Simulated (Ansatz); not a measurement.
# Amorphous SiO0.5 (66 atoms): geometry optimisation

Aim: bring amorphous SiO0.5 (66 atoms) to a nearby minimum of the energy and see what moves.

Calculated with Ansatz 0.2.0; Kohn-Sham DFT, PBE, PAW (set soft_2), plane waves.

## (1) Starting point

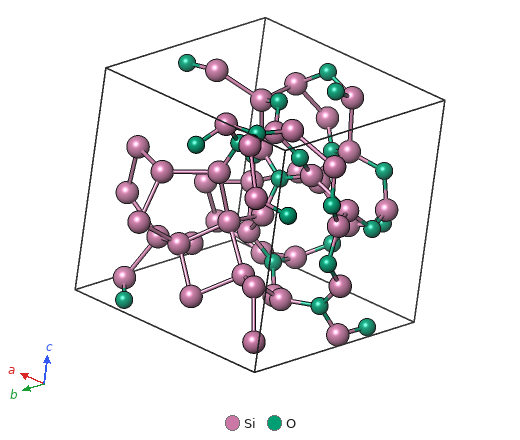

The cell as given, from a free direction (silicon pink, oxygen teal). Some periodic images of atoms are drawn too.

The cell holds 66 atoms: 44 Si and 22 O. Cell: a = 10.484 Å, b = 10.484 Å, c = 10.484 Å, α = 90.0°, β = 90.0°, γ = 90.0°. 66 atoms (44 Si, 22 O) placed at random at 2.29 g/cm³, melted at 5000 K for 10 ps at fixed volume with the Tersoff Si-O potential (Munetoh et al., Comput. Mater. Sci. 39, 334 (2007)). Quenched from 5000 K to 300 K at 20 K/ps and fixed volume, annealed at 1600 K for 50 ps, held 5 ps.

Limits known from the start: The quench rate of 20 K/ps is many orders above laboratory rates, so the cell is likely richer in defects and strain than a real sample. The starting topology of bonds comes from the classical model. Sampling is at Γ alone, for a cell whose shortest periodic width is 10 Å.

## (2) Single point at the start

The forces at the start show how far the geometry lies from a minimum of this functional.

Input file input.yaml:

```yaml
crystal:
  lattice:
    - [10.4839, 0.0, 0.0]
    - [0.0, 10.4839, 0.0]
    - [0.0, 0.0, 10.4839]
  atoms:
    - { symbol: Si, position: [0.58616, 0.01982, 0.70607] }
    - { symbol: Si, position: [0.04599, 0.60436, 0.81972] }
    - { symbol: Si, position: [0.3493, 0.72515, 0.24703] }
    - { symbol: Si, position: [0.81069, 0.51352, 0.17022] }
    - { symbol: Si, position: [0.8183, 0.49803, 0.94256] }
    - { symbol: Si, position: [0.03781, 0.53528, 0.53924] }
    - { symbol: Si, position: [0.07236, 0.94084, 0.09611] }
    - { symbol: Si, position: [0.37522, 0.04898, 0.30702] }
    - { symbol: Si, position: [0.50668, 0.45658, 0.3979] }
    - { symbol: Si, position: [0.64357, 0.36067, 0.25023] }
    - { symbol: Si, position: [0.98836, 0.25699, 0.3232] }
    - { symbol: Si, position: [0.55218, 0.72378, 0.63416] }
    - { symbol: Si, position: [0.64534, 0.39315, 0.84933] }
    - { symbol: Si, position: [0.71305, 0.00154, 0.41208] }
    - { symbol: Si, position: [0.66692, 0.15663, 0.86098] }
    - { symbol: Si, position: [0.24682, 0.66222, 0.92107] }
    - { symbol: Si, position: [0.89795, 0.81559, 0.05077] }
    - { symbol: Si, position: [0.52073, 0.09806, 0.45912] }
    - { symbol: Si, position: [0.37819, 0.13486, 0.90088] }
    - { symbol: Si, position: [0.56505, 0.13057, 0.11119] }
    - { symbol: Si, position: [0.06685, 0.40482, 0.00953] }
    - { symbol: Si, position: [0.47644, 0.8152, 0.89924] }
    - { symbol: Si, position: [0.49553, 0.86494, 0.12713] }
    - { symbol: Si, position: [0.78059, 0.0814, 0.0404] }
    - { symbol: Si, position: [0.77275, 0.22288, 0.39574] }
    - { symbol: Si, position: [0.63844, 0.81361, 0.29939] }
    - { symbol: Si, position: [0.15629, 0.08665, 0.46665] }
    - { symbol: Si, position: [0.50553, 0.67198, 0.41694] }
    - { symbol: Si, position: [0.8284, 0.7196, 0.23955] }
    - { symbol: Si, position: [0.44299, 0.38838, 0.04305] }
    - { symbol: Si, position: [0.99361, 0.75435, 0.38495] }
    - { symbol: Si, position: [0.17109, 0.86872, 0.29127] }
    - { symbol: Si, position: [0.42191, 0.55419, 0.82378] }
    - { symbol: Si, position: [0.1472, 0.35322, 0.52726] }
    - { symbol: Si, position: [0.34831, 0.1436, 0.67089] }
    - { symbol: Si, position: [0.63633, 0.36217, 0.62714] }
    - { symbol: Si, position: [0.02664, 0.4832, 0.2613] }
    - { symbol: Si, position: [0.12485, 0.99115, 0.73578] }
    - { symbol: Si, position: [0.22771, 0.9511, 0.92689] }
    - { symbol: Si, position: [0.28199, 0.54119, 0.11981] }
    - { symbol: Si, position: [0.94793, 0.78278, 0.61416] }
    - { symbol: Si, position: [0.73332, 0.86984, 0.6019] }
    - { symbol: Si, position: [0.98632, 0.14979, 0.12234] }
    - { symbol: Si, position: [0.3534, 0.3631, 0.61141] }
    - { symbol: O, position: [0.03857, 0.25561, 0.02121] }
    - { symbol: O, position: [0.97842, 0.49902, 0.91674] }
    - { symbol: O, position: [0.00696, 0.63555, 0.66664] }
    - { symbol: O, position: [0.12396, 0.47903, 0.13509] }
    - { symbol: O, position: [0.73754, 0.27816, 0.54216] }
    - { symbol: O, position: [0.48287, 0.08973, 0.61196] }
    - { symbol: O, position: [0.47405, 0.01538, 0.1811] }
    - { symbol: O, position: [0.02152, 0.59041, 0.38774] }
    - { symbol: O, position: [0.31187, 0.81021, 0.9165] }
    - { symbol: O, position: [0.00575, 0.9149, 0.68448] }
    - { symbol: O, position: [0.52865, 0.13052, 0.95999] }
    - { symbol: O, position: [0.23067, 0.00529, 0.36035] }
    - { symbol: O, position: [0.209, 0.07178, 0.61986] }
    - { symbol: O, position: [0.1032, 0.22989, 0.43347] }
    - { symbol: O, position: [0.49833, 0.3881, 0.54897] }
    - { symbol: O, position: [0.34296, 0.4688, 0.71918] }
    - { symbol: O, position: [0.3582, 0.27435, 0.96811] }
    - { symbol: O, position: [0.50983, 0.44929, 0.90642] }
    - { symbol: O, position: [0.54984, 0.29136, 0.13155] }
    - { symbol: O, position: [0.48977, 0.69607, 0.7828] }
    - { symbol: O, position: [0.79801, 0.92248, 0.01194] }
    - { symbol: O, position: [0.51282, 0.94812, 0.82309] }
kpoints:
  mp_grid: { grid: [1, 1, 1] }
hamiltonian:
  xc: pbe
scf:
  occupations: { method: gaussian, width: 0.05 }
output:
  forces: true
  stress: true
  populations: intrinsic
  dos:
    method: { smearing: { sigma: 0.15 } }
    de: 0.1
    projected: { site_lists: { O: [O], Si: [Si] } }
  eigenvalues: true
```

On the command line:

```bash
ansatz run input.yaml --threads 4 --pin off --max-ram 8192MiB --backend cpu --events-out ev --progress --plain --runs-dir out
```

Numbers of over 12 decimals in the logs are rounded to 6 here.

Log:

```text
Engine: ansatz 0.2.0, aarch64-unknown-linux-gnu
Pseudopotentials: kind: paw
Pseudopotential: Si, paw, valence charge 4, recommended cutoff 420 eV (normal), Si.paw.azcp
Pseudopotential: O, paw, valence charge 6, recommended cutoff 420 eV (normal), O.paw.azcp
[... 5 lines on functional and potentials left out ...]
Crystal: 66 atoms, lattice volume = 1152.308 Å³
Basis set: ecut = 420 eV, 22575 PW (Γ), exchange–correlation on 144×144×144 points (8 copies of the dense FFT grid, shifted against one another)
Bands: 220, of which v1, the nominal top of the filled ones, is band 154 counted from 1 (153 counted from 0)
Symmetry: 1 space group operations
Space group: P1 (ITA 1), of the structure as read, at distance tolerance 1.0e-4 Å
k-points: 1
[... 5 lines on functional and potentials left out ...]
Initial density: superposition of atomic densities (neutral atoms: chi_scale 0, normalization atom), corrected by the library's trained network
Initial wavefunctions: pseudopotential atomic-orbital guess
Functional: x = pbe(κ = 0.804, μ = 0.219515), c = pbe(β = 0.066725)
SCF iter   1: F=—  HF=-40431.206116 eV  |F-HF|=—  |Δ(HF+E_count)|=         —  Δρ=9.01e-3  dr2=2.80e0  ethr=1.77e-3  ⟨swp⟩=8.0  Hψ=1146  notcnv=0  defer=32
preconditioner: auto → LDOS  [metal: Δε(μ)=0.033 eV  Ē_g=9.488 eV  σ=0.050 eV  W_gap=0.36  n_scr=202 (ndim 8)  ℏωp=17.8 eV  f_vac=0.051  D(μ)=41.23/eV (n_scr^D=340)  β→1.0]
SCF iter   2: F=—  HF=-40430.894213 eV  |F-HF|=—  |Δ(HF+E_count)|=   3.12e-1  Δρ=4.35e-3  dr2=4.28e-1  ethr=9.09e-4  ⟨swp⟩=3.0  Hψ=395  notcnv=0  defer=55
SCF iter   3: F=—  HF=-40430.857764 eV  |F-HF|=—  |Δ(HF+E_count)|=   3.64e-2  Δρ=2.06e-3  dr2=1.89e-1  ethr=1.39e-4  ⟨swp⟩=2.0  Hψ=303  notcnv=0  defer=55
SCF iter   4: F=—  HF=-40430.837045 eV  |F-HF|=—  |Δ(HF+E_count)|=   2.07e-2  Δρ=9.77e-4  dr2=3.58e-2  ethr=6.14e-5  ⟨swp⟩=2.0  Hψ=181  notcnv=0  defer=55
SCF iter   5: F=—  HF=-40430.832278 eV  |F-HF|=—  |Δ(HF+E_count)|=   4.77e-3  Δρ=3.82e-4  dr2=5.72e-3  ethr=1.16e-5  ⟨swp⟩=2.0  Hψ=193  notcnv=0  defer=55
SCF iter   6: F=—  HF=-40430.831841 eV  |F-HF|=—  |Δ(HF+E_count)|=   4.37e-4  Δρ=1.86e-4  dr2=1.47e-3  ethr=1.86e-6  ⟨swp⟩=3.0  Hψ=315  notcnv=0  defer=55
SCF iter   7: F=—  HF=-40430.831717 eV  |F-HF|=—  |Δ(HF+E_count)|=   1.24e-4  Δρ=9.80e-5  dr2=4.37e-4  ethr=4.76e-7  ⟨swp⟩=2.0  Hψ=181  notcnv=0  defer=55
SCF iter   8: F=—  HF=-40430.831685 eV  |F-HF|=—  |Δ(HF+E_count)|=   3.18e-5  Δρ=4.34e-5  dr2=7.23e-5  ethr=1.42e-7  ⟨swp⟩=2.0  Hψ=181  notcnv=0  defer=55
SCF iter   9: F=—  HF=-40430.833205 eV  |F-HF|=—  |Δ(HF+E_count)|=   1.52e-3  Δρ=2.01e-5  dr2=1.51e-5  ethr=2.35e-8  ⟨swp⟩=2.0  Hψ=352  notcnv=0  defer=55
SCF iter  10: F=—  HF=-40430.833205 eV  |F-HF|=—  |Δ(HF+E_count)|=   4.00e-7  Δρ=9.08e-6  dr2=2.50e-6  ethr=4.90e-9  ⟨swp⟩=2.0  Hψ=184  notcnv=0  defer=55
SCF iter  11: F=—  HF=-40430.833204 eV  |F-HF|=—  |Δ(HF+E_count)|=   4.99e-8  Δρ=4.69e-6  dr2=6.60e-7  ethr=8.11e-10  ⟨swp⟩=3.0  Hψ=326  notcnv=0  defer=55
SCF iter  12: F=—  HF=-40430.833204 eV  |F-HF|=—  |Δ(HF+E_count)|=   1.18e-8  Δρ=2.25e-6  dr2=1.47e-7  ethr=2.14e-10  ⟨swp⟩=2.0  Hψ=193  notcnv=0  defer=55
SCF iter  13: F=-40430.833204 eV  HF=-40430.833204 eV  |F-HF|=2.19e-8  |Δ(HF+E_count)|=  1.24e-10  Δρ=1.09e-6  dr2=3.49e-8  ethr=3.25e-11  ⟨swp⟩=15.0  Hψ=1414  notcnv=0
SCF 1 converged in 13 iterations: F = -40430.833204 eV  dr2 = 3.49e-8
  greatest PAW one-centre occupation: 0.892 electrons in one spin orbital (limit 2), on the O atom at site 46 (counted from 0), in its partial waves of l = 0
SCF converged after 13 iterations
Free energy (F): -40430.833204 eV
Harris-Foulkes:  -40430.833204 eV  (|F-HF|=2.19e-8)
Internal energy: -40430.779279 eV  (E = F + TS)
E sigma→0 (E₀):  -40430.806242 eV
Entropy (-TS):   -0.053926 eV (-0.817 meV/atom)
Fermi energy:    6.488807 eV
--- Per-component energies (eV) ---
  E_band       = -896.435601
  E_kinetic    = 5789.282295
  E_local      = -17265.464638  (includes V_loc(G=0)·N_el)
  E_nonlocal   = 2178.316778
  E_hartree    = 6731.393024
  E_xc         = -4065.936199
  E_vxc        = -4148.396649  (∫ρ·V_xc dr)
  E_paw        = -26053.000544  (= ΣΔE_a)
  E_vpaw       = -913.015907  (= ΣTr[D̂ρ^β])
  E_aug_tail   = 0.055566  (compensation charges beyond the density's cutoff)
  E_ewald      = -7745.425561
  E_smearing   = -0.053926  (= −TS)
  E_closure    = 0.000000  (closes the sum)
  Σ components = -40430.833204   (vs F -40430.833204, Δ=0.00e0)
--- Forces (eV/Å), atoms counted from 1 ---
  atom   1  Si     4.91627701    -1.81968233     1.44944299
  atom   2  Si     2.75089498     3.21999757     1.79617823
  atom   3  Si     0.24000583     0.40359897     0.38450686
  atom   4  Si    -0.02549612    -1.45711751    -0.51223161
  atom   5  Si    -3.61601605     1.27661314     1.42808089
  atom   6  Si     0.67801089    -3.35960945    -0.08541757
  atom   7  Si     1.44659072     0.44440868     0.32265702
  atom   8  Si     1.74755654     2.46260696     1.32612297
  atom   9  Si    -0.71976726     0.16821455    -2.88758192
  atom  10  Si     1.78817917     1.24957335     2.34576758
  atom  11  Si    -2.65893814     1.09290349    -1.71429386
  atom  12  Si     2.14771900    -0.41840179    -3.60876244
  atom  13  Si     4.58607370    -3.03441863    -1.98211718
  atom  14  Si    -0.01605329    -0.76930354     0.15741495
[...]
atom  65  O     -2.30972704     2.45769108    -0.88699137
  atom  66  O     -1.27383255    -1.93098018    -0.00758607
  max |Σ_I F_I| component: 1.76e-4 eV/Å
--- Stress (GPa, compression-positive) ---
        8.865178      -1.676900      -1.211500
       -1.676903       7.521953      -0.253116
       -1.211500      -0.253116      10.371105
  P = ⅓ Tr σ = 8.9194 GPa (89.194 kbar)
--- Band table (eV) ---
  k-point 0: bands = ["-18.7886", "-18.5611", "-18.3447", "-18.2423", [... 204 levels ...], "10.3592", "10.4289", "10.4605", "10.5695", "10.6490", "10.7193", "10.7500", "10.7643", "10.8405", "10.8656", "10.9111", "11.0147"]
--- intrinsic populations: 66 sites ---
  site symbol       q [e]
     0     Si      3.1627
     1     Si      3.3951
     2     Si      4.0686
[...]
65      O      6.8414
  spilling = 0.000000 (of n_electrons = 308.000000)
```

Elapsed: 9.6 s, on 4 threads of Arm Neoverse V2, shared host; peak memory 1.1 GiB; 37 s of CPU time.

Read from the output:

| Quantity | Value |
| --- | --- |
| free energy | -40430.8332 eV |
| free energy per atom | -612.5884 eV/atom |
| SCF cycles | 13 |
| pressure | 8.919 GPa |
| r.m.s. force component | 1.697 eV/Å |
| longest force | 5.845 eV/Å |
| Fermi energy | 6.489 eV |
| levels partly filled by over 2 per cent | 3 |

The r.m.s. force component of 1.7 eV/Å and the pressure of 8.9 GPa set the starting point.

Neighbours are counted within 2.68 Å (Si-Si), 2.17 Å (Si-O).

Length of the force by element and coordination:

```csv
element,coordination,atoms,mean length of the force (eV/Å),spread,least,most
O,all,22,1.54,0.718,0.582,3.49
O,2,7,1.91,0.898,0.582,3.49
O,3,15,1.37,0.535,0.664,2.67
Si,all,44,3.10,1.38,0.607,5.85
Si,3,13,3.87,0.631,2.79,4.73
Si,4,31,2.78,1.47,0.607,5.85
```

(Continued in part 2 of 3.)

[Logs are printed without paths, hosts, clocks, repeated set-up lines and the standing remarks that a program may print on its own settings, such as how far it seeks lower states.]

[Hosts, paths, dates, database ids (printed as entryN), source tags and the programs' standing remarks are cut or masked in the printed files.]
